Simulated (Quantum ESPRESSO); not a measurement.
# Dipole at the next field: F-SiSi-F chair, 1 layer

**Set-up.** Quantum ESPRESSO 7.5, PBE, GBRV ultrasoft; sawtooth field along the normal with dipole correction, ions clamped, threshold 1e-9 Ry; cell area 13.632 Å².

```
field (V/Å)  dipole (e Å a cell)
          0              0.00000
        0.1              0.02471
        0.2              0.04938
```

One more run was made and is withheld. What is the dipole at 0.4 V/Å, and what electrostatic thickness 4πα/A follows from the rows?

**Worked estimate.** The slope is (0.04938 − (0.00000))/0.2 = 0.2469 e Å²/V, so 4πα/A = 180.95 × 0.2469/13.632 = 3.28 Å. Linear response gives p = 0.00000 + 0.2469 × (0.4) = 0.09876 e Å; a parabola through the three rows gives 0.09860.

**The withheld run.** p = 0.09883 e Å. The line misses by 0.1 % of the induced dipole and the parabola by 0.2 %. The response is linear over this range.

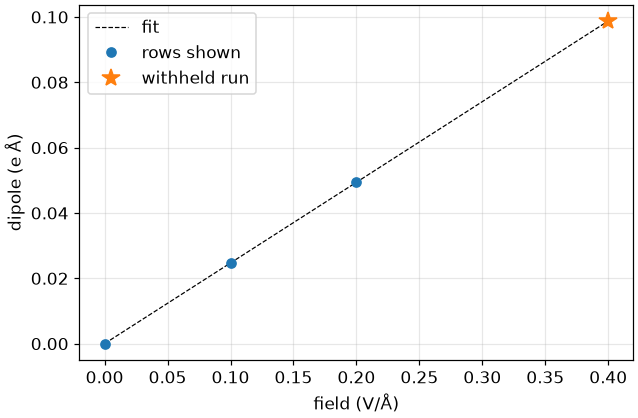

The rows shown, the fit and the withheld run.

**Limits.** Electrons alone respond; local and semilocal functionals tend to overscreen.

[Logs are printed without paths, hosts, clocks, repeated set-up lines and the standing remarks that a program may print on its own settings, such as how far it seeks lower states.]
